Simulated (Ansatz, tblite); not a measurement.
# Sn(NMeEt)H3 (C3H11NSn): charged states by level of theory

What does removing or adding an electron cost or gain for Sn(NMeEt)H3 (C3H11NSn)? Each charged state is run at several levels.

Method: as each input shows; program: Ansatz 0.2.0, Gaussian basis.

The runs, in order: charge +1 doublet, at the geometry of the singlet (PBE0-D4/def2-TZVP, PBE-D4/def2-TZVP, r2SCANh-D4/def2-TZVP, CCSD(T)/def2-SVP); charge -1 doublet, at the geometry of the singlet (PBE0-D4/def2-TZVPD, PBE-D4/def2-TZVPD, r2SCANh-D4/def2-TZVPD); the starting singlet's energies come from earlier runs.

2 further runs of the same task are left out: 2 set aside as unsound or not needed.

## Step 1: The geometry

The geometry is that of the singlet, from an earlier relaxation (r2SCAN-D4/def2-SVP).

16 atoms, charge 0, spin multiplicity 1.

Atoms are counted from 1 here; the program's logs count them from 0.

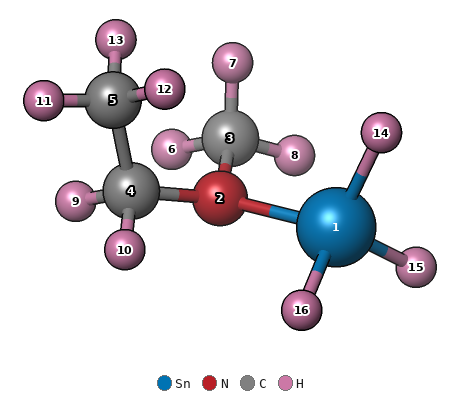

The geometry (tin blue, nitrogen red, carbon grey, hydrogen pink); atoms are numbered from 1 in the order of the file.

Sn takes a core potential in the def2 sets. No spin-orbit coupling is included.

## Step 2: Charge +1 doublet at the fixed geometry, PBE0-D4/def2-TZVP

The input, in.yaml:

```yaml
crystal:
  periodic: [false, false, false]
  atoms:
    - {symbol: Sn, position_ang: [0.001603, 0.468138, -2.083110]}
    - {symbol: N, position_ang: [-0.418354, 0.585171, -0.075847]}
    - {symbol: C, position_ang: [0.353478, 1.510531, 0.726058]}
    - {symbol: C, position_ang: [-0.837226, -0.619200, 0.618777]}
    - {symbol: C, position_ang: [0.270312, -1.611070, 0.984714]}
    - {symbol: H, position_ang: [-0.197428, 1.753753, 1.656768]}
    - {symbol: H, position_ang: [1.360576, 1.150782, 1.033823]}
    - {symbol: H, position_ang: [0.500330, 2.459938, 0.183431]}
    - {symbol: H, position_ang: [-1.364980, -0.311993, 1.546484]}
    - {symbol: H, position_ang: [-1.595374, -1.135214, 0.000772]}
    - {symbol: H, position_ang: [-0.140982, -2.483267, 1.519067]}
    - {symbol: H, position_ang: [0.785205, -1.982401, 0.081827]}
    - {symbol: H, position_ang: [1.029910, -1.150944, 1.636955]}
    - {symbol: H, position_ang: [1.560515, -0.180755, -2.444051]}
    - {symbol: H, position_ang: [-0.085167, 2.081672, -2.650621]}
    - {symbol: H, position_ang: [-1.222415, -0.535130, -2.735035]}
basis:
  gaussian: {orbitals: def2-TZVP}
total_charge: 1
magnetization: {spin_polarized: true, initial_magnetization: 1}
hamiltonian: {xc: pbe0, dispersion: d4}
scf: {omitted_lower_state_checks: [starts]}
output: {orbitals: {seedname: orbitals}}
```

Run with:

```bash
> ansatz run in.yaml --threads 4 --pin off --events-out ev --progress --plain --max-ram 4787MiB
```

Output:

```text
Functional definition: PBE0
  name "PBE0"
  cite "Adamo & Barone, J. Chem. Phys. 110, 6158 (1999) doi:10.1063/1.478522"
  cite "Perdew, Burke & Ernzerhof, Phys. Rev. Lett. 77, 3865 (1996) doi:10.1103/PhysRevLett.77.3865"
  parent pbe
  parameter a = 0.25
  parameter kappa = 0.804
  parameter beta = 0.06672455060314922
  exchange = (1 - a)*pbe_x(kappa = kappa, mu = beta*pi^2/3) + a*exact_x
  correlation = pbe_c(beta = beta)
these checks for a lower state are left out or cut short: starts
1640 factors; their error is unknown
mean field evaluation 1: about -10572.8124 eV, gradient 7.0e1 eV
mean field evaluation 2: about -10365.3659 eV, gradient 1.8e2 eV
mean field evaluation 4: about -10596.0559 eV, gradient 2.7e1 eV
mean field evaluation 8: about -10599.3462 eV, gradient 4.9e-1 eV
mean field evaluation 16: about -10599.4059 eV, gradient 2.1e-3 eV
mean field -10599.40589417 eV, -389.5209820753 hartree, gradient 7.4e-5 eV, S^2 0.756267; 0 other end points of the search recorded, 0 dependent functions left out
reference -10599.40593534 eV, -389.5209835883 hartree; 29, 28 occupied and 211, 212 virtual orbitals, 1640 factors
Total energy: -10599.67825828 eV, -389.5309912716 hartree
Checks for a lower state left out: starts
```

Wall time 15 s (4 threads of Intel Xeon at 2.50GHz, shared host); peak memory 0.95 GiB.

From the report: HOMO -13.47 eV, LUMO -9.39 eV (over both spins); ⟨S²⟩ 0.756 (pure: 0.75).

## Step 3: Charge +1 doublet at the fixed geometry, PBE-D4/def2-TZVP

start.molden holds the orbitals of an earlier run on this state, given as this run's starting guess.

Changes to in.yaml since step 2:

```diff
@@ -20,6 +20,6 @@
 basis:
-  gaussian: {orbitals: def2-TZVP}
+  gaussian: {orbitals: def2-TZVP, initial_orbitals: start.molden}
 total_charge: 1
 magnetization: {spin_polarized: true, initial_magnetization: 1}
-hamiltonian: {xc: pbe0, dispersion: d4}
+hamiltonian: {xc: pbe, dispersion: d4}
 scf: {omitted_lower_state_checks: [starts]}
```

Launched as before.

Output:

```text
Functional definition: PBE
  name "PBE"
  cite "Perdew, Burke & Ernzerhof, Phys. Rev. Lett. 77, 3865 (1996) doi:10.1103/PhysRevLett.77.3865"
  parent pbe
  parameter kappa = 0.804
  parameter beta = 0.06672455060314922
  exchange = pbe_x(kappa = kappa, mu = beta*pi^2/3)
  correlation = pbe_c(beta = beta)
these checks for a lower state are left out or cut short: starts
1567 factors; their error is unknown
mean field evaluation 1: about -10598.2665 eV, gradient 6.6e0 eV
mean field evaluation 2: about -10598.4193 eV, gradient 2.1e-1 eV
mean field evaluation 4: about -10598.3777 eV, gradient 9.7e-3 eV
mean field evaluation 8: about -10598.3777 eV, gradient 1.7e-5 eV
mean field -10598.37765889 eV, -389.4831951257 hartree, gradient 1.7e-5 eV, S^2 0.753541; 0 other end points of the search recorded, 0 dependent functions left out
reference -10598.37771395 eV, -389.4831971493 hartree; 29, 28 occupied and 211, 212 virtual orbitals, 1567 factors
Total energy: -10598.69758480 eV, -389.4949521861 hartree
Checks for a lower state left out: starts
```

Run time: 9 s. Hardware: 4 threads of Intel Xeon at 2.50GHz, shared host.

Report: HOMO -11.98 eV, LUMO -10.53 eV (over both spins); ⟨S²⟩ 0.754 (pure: 0.75).

## Step 4: Charge +1 doublet at the fixed geometry, r2SCANh-D4/def2-TZVP

Changes to in.yaml since step 3:

```diff
@@ -23,3 +23,3 @@
 magnetization: {spin_polarized: true, initial_magnetization: 1}
-hamiltonian: {xc: pbe, dispersion: d4}
+hamiltonian: {xc: {name: r2SCANh}, dispersion: d4}
 scf: {omitted_lower_state_checks: [starts]}
```

The command is unchanged.

Output, cut to the lines that bear on the results:

```text
Functional definition: r2SCANh
  name "r2SCANh"
  cite "Bursch, Neugebauer, Ehlert & Grimme, J. Chem. Phys. 156, 134105 (2022) doi:10.1063/5.0086040"
  cite "Furness, Kaplan, Ning, Perdew & Sun, J. Phys. Chem. Lett. 11, 8208 (2020) doi:10.1021/acs.jpclett.0c02405"
  cite "Furness, Kaplan, Ning, Perdew & Sun, J. Phys. Chem. Lett. 11, 9248 (2020) doi:10.1021/acs.jpclett.0c03077"
  parent r2scan
[...]
1582 factors; their error is unknown
[...]
mean field -10603.91533491 eV, -389.6867009661 hartree, gradient 1.6e-5 eV, S^2 0.758628; 0 other end points of the search recorded, 0 dependent functions left out
reference -10603.91535301 eV, -389.6867016312 hartree; 29, 28 occupied and 211, 212 virtual orbitals, 1582 factors
Total energy: -10604.00213914 eV, -389.6898909627 hartree
Checks for a lower state left out: starts
```

It took 19 s on 4 threads of Intel Xeon at 2.50GHz, shared host; peak memory 1 GiB.

HOMO -12.99 eV, LUMO -9.67 eV (over both spins); ⟨S²⟩ 0.759 (pure: 0.75).

## Step 5: Charge +1 doublet at the fixed geometry, CCSD(T)/def2-SVP

Changes to in.yaml since step 4:

```diff
@@ -20,7 +20,7 @@
 basis:
-  gaussian: {orbitals: def2-TZVP, initial_orbitals: start.molden}
+  gaussian: {orbitals: def2-SVP, initial_orbitals: start.molden}
 total_charge: 1
 magnetization: {spin_polarized: true, initial_magnetization: 1}
-hamiltonian: {xc: {name: r2SCANh}, dispersion: d4}
-scf: {omitted_lower_state_checks: [starts]}
+correlation: {method: ccsd_t}
+scf: {omitted_lower_state_checks: [starts, cluster_reference]}
 output: {orbitals: {seedname: orbitals}}
```

The command is unchanged.

Output, cut to the lines that bear on the results:

```text
Functional definition: HF
  name "HF"
  cite "Fock, Z. Phys. 61, 126 (1930) doi:10.1007/BF01340294"
  parent pbe
[...]
1495 factors; integrals over basis functions are off by at most 1.4e-3 eV
[...]
mean field -10541.29909397 eV, -387.3855965541 hartree, gradient 1.1e-6 eV, S^2 0.766074; 0 other end points of the search recorded, 0 dependent functions left out
8 core orbitals not correlated: weight in the atoms' cores, before any rotation towards them, 1.000 or more for the frozen orbitals, at most 0.000 for the correlated occupied ones
reference -10541.29909397 eV, -387.3855965541 hartree; 21, 20 occupied and 108, 109 virtual orbitals, 1495 factors
second order -18.64884861 eV of doubles, -0.00000000 eV of singles
cycle   1  -20.07710840 eV  change    -1.4e0 eV  update   1.1e-1
[...]
cycle  11  -20.86622147 eV  change   -2.4e-5 eV  update   4.3e-5
perturbative correction -0.61327146 eV, -0.0225373103 hartree
Total energy: -10562.77858689 eV, -388.1749533599 hartree
Checks for a lower state left out: starts, cluster_reference
```

Run time: 2.9 min. Hardware: 4 threads of Intel Xeon at 2.50GHz, shared host; peak memory 2.9 GiB.

Report: Hartree-Fock HOMO -16.65 eV, LUMO -4.41 eV (over both spins); ⟨S²⟩ 0.766 (pure: 0.75); T1 0.014.

## Step 6: Vertical ionisation energy

Charged state less starting state, singlet to doublet; the starting state's energies are those of its earlier runs.

Differences are taken before rounding.

```tsv
method	vertical ionisation energy (eV)	from CCSD(T)/def2-SVP (eV)	time
HF/def2-SVP	6.61	-1.01	
PBE-D4/def2-TZVP	7.68	+0.06	16 s
r2SCANh-D4/def2-TZVP	7.62	0.00	29 s
PBE0-D4/def2-TZVP	7.72	+0.11	23 s
MP2/def2-SVP	7.84	+0.23	
CCSD/def2-SVP	7.58	-0.04	
CCSD(T)/def2-SVP	7.62	0	3.6 min
```

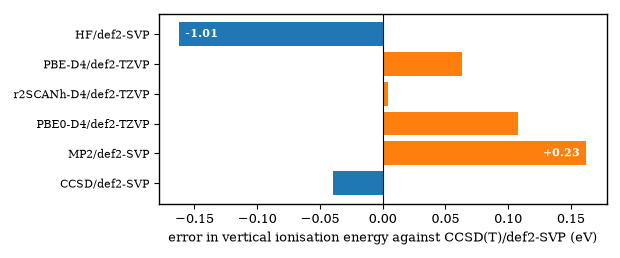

Deviations from CCSD(T)/def2-SVP, method by method. Bars with a number in them are cut short.

Times add the two runs; a level without a time comes out of a correlated run.

Beside −ε(HOMO) of the starting state:

```tsv
level	−ε(HOMO) (eV)	by difference (eV)	mismatch (eV)
PBE-D4/def2-TZVP	4.68	7.68	-2.99
r2SCANh-D4/def2-TZVP	5.39	7.62	-2.23
PBE0-D4/def2-TZVP	5.96	7.72	-1.76
```

## Step 7: Charge -1 doublet at the fixed geometry, PBE0-D4/def2-TZVPD

Changes to in.yaml since step 5:

```diff
@@ -20,7 +20,7 @@
 basis:
-  gaussian: {orbitals: def2-SVP, initial_orbitals: start.molden}
-total_charge: 1
+  gaussian: {orbitals: def2-TZVPD}
+total_charge: -1
 magnetization: {spin_polarized: true, initial_magnetization: 1}
-correlation: {method: ccsd_t}
-scf: {omitted_lower_state_checks: [starts, cluster_reference]}
+hamiltonian: {xc: pbe0, dispersion: d4}
+scf: {omitted_lower_state_checks: [starts]}
 output: {orbitals: {seedname: orbitals}}
```

The command is unchanged.

Output, cut to the lines that bear on the results:

```text
Functional definition: PBE0
  name "PBE0"
  cite "Adamo & Barone, J. Chem. Phys. 110, 6158 (1999) doi:10.1063/1.478522"
  cite "Perdew, Burke & Ernzerhof, Phys. Rev. Lett. 77, 3865 (1996) doi:10.1103/PhysRevLett.77.3865"
  parent pbe
[...]
1750 factors; their error is unknown
[...]
mean field -10606.29425107 eV, -389.7741245224 hartree, gradient 1.8e-5 eV, S^2 0.750440; 0 other end points of the search recorded, 0 dependent functions left out
reference -10606.29429519 eV, -389.7741261437 hartree; 30, 29 occupied and 273, 274 virtual orbitals, 1750 factors
Total energy: -10606.65214813 eV, -389.7872769967 hartree
Checks for a lower state left out: starts
```

Wall time 69 s (4 threads of Intel Xeon at 2.50GHz, shared host); peak memory 1.3 GiB.

Report: HOMO 1.77 eV, LUMO 2.83 eV (over both spins); ⟨S²⟩ 0.750 (pure: 0.75). Doubts: highest occupied level lies above zero.

## Step 8: Charge -1 doublet at the fixed geometry, PBE-D4/def2-TZVPD

Changes to in.yaml since step 7:

```diff
@@ -20,6 +20,6 @@
 basis:
-  gaussian: {orbitals: def2-TZVPD}
+  gaussian: {orbitals: def2-TZVPD, initial_orbitals: start.molden}
 total_charge: -1
 magnetization: {spin_polarized: true, initial_magnetization: 1}
-hamiltonian: {xc: pbe0, dispersion: d4}
+hamiltonian: {xc: pbe, dispersion: d4}
 scf: {omitted_lower_state_checks: [starts]}
```

The command is unchanged.

Output:

```text
Functional definition: PBE
  name "PBE"
  cite "Perdew, Burke & Ernzerhof, Phys. Rev. Lett. 77, 3865 (1996) doi:10.1103/PhysRevLett.77.3865"
  parent pbe
  parameter kappa = 0.804
  parameter beta = 0.06672455060314922
  exchange = pbe_x(kappa = kappa, mu = beta*pi^2/3)
  correlation = pbe_c(beta = beta)
these checks for a lower state are left out or cut short: starts
1666 factors; their error is unknown
mean field evaluation 1: about -10605.3008 eV, gradient 6.7e0 eV
mean field evaluation 2: about -10605.4391 eV, gradient 1.7e-1 eV
mean field evaluation 4: about -10605.3857 eV, gradient 2.4e-2 eV
mean field evaluation 8: about -10605.3856 eV, gradient 2.0e-5 eV
mean field -10605.38564765 eV, -389.7407339625 hartree, gradient 1.3e-5 eV, S^2 0.750385; 0 other end points of the search recorded, 0 dependent functions left out
reference -10605.38570660 eV, -389.7407361289 hartree; 30, 29 occupied and 273, 274 virtual orbitals, 1666 factors
Total energy: -10605.80525739 eV, -389.7561543362 hartree
Checks for a lower state left out: starts
```

Wall time 23 s (4 threads of Intel Xeon at 2.50GHz, shared host); peak memory 0.59 GiB.

From the report: HOMO 2.00 eV, LUMO 2.32 eV (over both spins); ⟨S²⟩ 0.750 (pure: 0.75). Doubts: highest occupied level lies above zero.

## Step 9: Charge -1 doublet at the fixed geometry, r2SCANh-D4/def2-TZVPD

Changes to in.yaml since step 8:

```diff
@@ -23,3 +23,3 @@
 magnetization: {spin_polarized: true, initial_magnetization: 1}
-hamiltonian: {xc: pbe, dispersion: d4}
+hamiltonian: {xc: {name: r2SCANh}, dispersion: d4}
 scf: {omitted_lower_state_checks: [starts]}
```

Launched as before.

Output, cut to the lines that bear on the results:

```text
Functional definition: r2SCANh
  name "r2SCANh"
  cite "Bursch, Neugebauer, Ehlert & Grimme, J. Chem. Phys. 156, 134105 (2022) doi:10.1063/5.0086040"
  cite "Furness, Kaplan, Ning, Perdew & Sun, J. Phys. Chem. Lett. 11, 8208 (2020) doi:10.1021/acs.jpclett.0c02405"
  cite "Furness, Kaplan, Ning, Perdew & Sun, J. Phys. Chem. Lett. 11, 9248 (2020) doi:10.1021/acs.jpclett.0c03077"
  parent r2scan
[...]
1671 factors; their error is unknown
[...]
mean field -10610.69291987 eV, -389.9357726191 hartree, gradient 1.5e-5 eV, S^2 0.751111; 0 other end points of the search recorded, 0 dependent functions left out
reference -10610.69294943 eV, -389.9357737055 hartree; 30, 29 occupied and 273, 274 virtual orbitals, 1671 factors
Total energy: -10610.80985989 eV, -389.9400700857 hartree
Checks for a lower state left out: starts
```

Run time: 89 s. Hardware: 4 threads of Intel Xeon at 2.50GHz, shared host; peak memory 1.3 GiB.

From the report: HOMO 1.94 eV, LUMO 2.78 eV (over both spins); ⟨S²⟩ 0.751 (pure: 0.75). Doubts: highest occupied level lies above zero.

## Step 10: Vertical electron affinity

Starting state less charged state (positive: the electron is bound), singlet to doublet; the starting state's energies are those of its earlier runs.

```tsv
level	vertical electron affinity (eV)	time
PBE-D4/def2-TZVPD	-0.60	30 s
r2SCANh-D4/def2-TZVPD	-0.84	1.7 min
PBE0-D4/def2-TZVPD	-0.78	80 s
```

Times add the two runs; a level without a time comes out of a correlated run.

Beside −ε(LUMO) of the starting state:

```tsv
level	−ε(LUMO) (eV)	by difference (eV)	mismatch (eV)
PBE-D4/def2-TZVPD	0.85	-0.60	+1.46
r2SCANh-D4/def2-TZVPD	0.19	-0.84	+1.02
PBE0-D4/def2-TZVPD	0.12	-0.78	+0.89
```

## Step 11: Summary of results

```
                                             quantity                                    value
 vertical ionisation energy, functionals in def2-TZVP   7.62 (r2SCANh-D4) to 7.72 eV (PBE0-D4)
         vertical ionisation energy, CCSD(T)/def2-SVP                                  7.62 eV
vertical electron affinity, functionals in def2-TZVPD  -0.84 (r2SCANh-D4) to -0.60 eV (PBE-D4)
```

**Reading.** The vertical ionisation energy spans 7.62 to 7.72 eV over the functionals, beside 7.62 eV from CCSD(T)/def2-SVP. −ε(HOMO) misses the level's own difference by -1.76 eV at best (PBE0-D4) and -2.99 eV at worst (PBE-D4). The yardstick is in a double-zeta basis, so levels in larger sets aren't compared like for like. CCSD(T)/def2-SVP isn't at the basis-set limit; small misses against it rank nothing. The vertical electron affinity spans -0.84 to -0.60 eV over the functionals. A negative affinity means an unbound electron, held by the basis alone. −ε(LUMO) misses the level's own difference by +0.89 eV at best (PBE0-D4) and +1.46 eV at worst (PBE-D4).
